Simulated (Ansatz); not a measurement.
**SF2 (sulfur difluoride) at PBE/def2-TZVP**

Aim: the vertical singlet–triplet gap of SF2 (sulfur difluoride) at PBE/def2-TZVP, from 2 runs. 

The results are computed with Ansatz 0.2.0.

42 further runs of the same task are left out: 42 set aside as unsound or not needed.

### Step 1. The system as given

SF2 has 3 atoms, charge 0, and is taken as a singlet. As SMILES, `FSF`. The coordinates come from a PBE0-D4/def2-TZVP relaxation.

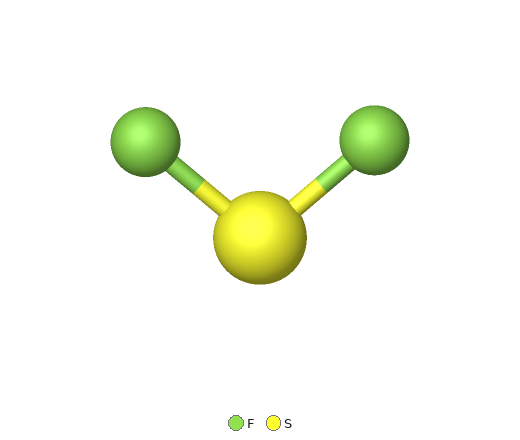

Viewed from a chosen angle; fluorine green, sulfur yellow.

### Step 2. A single-point energy at PBE/def2-TZVP

input.yaml

```yaml
crystal:
  periodic: [false, false, false]
  atoms:
    - {symbol: F, position_ang: [0.440140, 1.116450, 0.365400]}
    - {symbol: S, position_ang: [-0.601990, 0.126530, -0.315250]}
    - {symbol: F, position_ang: [0.161840, -1.242970, -0.050150]}
basis:
  gaussian:
    orbitals: def2-TZVP
total_charge: 0
hamiltonian:
  xc: {name: PBE}
accuracy: high
output: {orbitals: {seedname: orbitals}}
```

The run is started by

```bash
$ ansatz run input.yaml --threads 1 --pin off --max-ram 3480MiB --events-out events.jsonl --progress --plain --runs-dir runs
```

The program printed:

```text
Warning: RAYON_NUM_THREADS=1 ignored (pool sized by the plan → 1); use --threads N
Functional definition: PBE
  name "PBE"
  parameter kappa = 0.804
  parameter beta = 0.06672455060314922
  exchange = pbe_x(kappa = kappa, mu = beta*pi^2/3)
  correlation = pbe_c(beta = beta)
1532 factors; integrals over basis functions are off by at most 3.3e-9 eV
mean field evaluation 1: about -16259.1952 eV, gradient 3.7e1 eV
mean field evaluation 2: about -16250.5247 eV, gradient 8.5e1 eV
mean field evaluation 4: about -16260.9991 eV, gradient 1.5e0 eV
mean field evaluation 8: about -16260.9990 eV, gradient 3.4e-2 eV
mean field evaluation 16: about -16260.9990 eV, gradient 2.0e-6 eV
mean field -16260.99897060 eV, -597.5806900687 hartree, gradient 1.2e-8 eV, S^2 0.000000; 0 other end points of the search recorded, 0 dependent functions left out
reference -16260.99897251 eV, -597.5806901388 hartree; 17, 17 occupied and 82, 82 virtual orbitals, 1532 factors
Total energy: -16260.99897251 eV, -597.5806901388 hartree
```

Run time: 3.9 s. Hardware: 1 thread of Arm Neoverse V1, shared host; peak memory 0.19 GiB.

### Step 3. The triplet at the same level

molecule.yaml

```yaml
crystal:
  periodic: [false, false, false]
  atoms:
    - symbol: F
      position_ang: [0.440140, 1.116450, 0.365400]
    - symbol: S
      position_ang: [-0.601990, 0.126530, -0.315250]
    - symbol: F
      position_ang: [0.161840, -1.242970, -0.050150]
basis:
  gaussian:
    orbitals: def2-TZVP
magnetization:
  spin_polarized: true
  initial_magnetization: 2
accuracy: high
hamiltonian:
  xc: pbe
output: {orbitals: {seedname: orbitals}}
```

The run is started by

```bash
$ ansatz run molecule.yaml --threads 1 --pin off --max-ram 3480MiB --events-out events.jsonl --progress --plain --runs-dir runs
```

The program printed:

```text
Warning: RAYON_NUM_THREADS=1 ignored (pool sized by the plan → 1); use --threads N
[... 6 set-up lines as earlier in the session ...]
1532 factors; integrals over basis functions are off by at most 3.3e-9 eV
mean field evaluation 1: about -16256.6337 eV, gradient 2.7e1 eV
mean field evaluation 2: about -16246.9067 eV, gradient 6.3e1 eV
mean field evaluation 4: about -16258.5546 eV, gradient 9.4e-1 eV
mean field evaluation 8: about -16258.5567 eV, gradient 3.1e-2 eV
mean field evaluation 16: about -16258.5567 eV, gradient 2.8e-6 eV
mean field evaluation 32: about -16257.7115 eV, gradient 9.0e-1 eV
mean field -16258.55667846 eV, -597.4909374878 hartree, gradient 1.4e-8 eV, S^2 2.002751; 4 other end points of the search recorded, 0 dependent functions left out
reference -16258.55668073 eV, -597.4909375713 hartree; 18, 16 occupied and 81, 83 virtual orbitals, 1532 factors
Total energy: -16258.55668073 eV, -597.4909375713 hartree
```

Run time: 9.6 s. Hardware: 1 thread of Arm Neoverse V1, shared host; peak memory 0.23 GiB.

### Step 4. Summary of results

At PBE/def2-TZVP:

| quantity | value |
| --- | --- |
| singlet: total energy | -597.58069 Eh |
| singlet: HOMO energy | -5.65 eV |
| singlet: LUMO energy | -2.75 eV |
| singlet: HOMO–LUMO gap | 2.90 eV |
| triplet: total energy | -597.49094 Eh |
| triplet: HOMO energy (highest over α and β) | -3.27 eV |
| triplet: ⟨S²⟩ | 2.003 |
| vertical energy of the triplet above the singlet | 2.442 eV |

What this shows: At this shape the triplet lies 2.44 eV (236 kJ/mol) above the singlet.
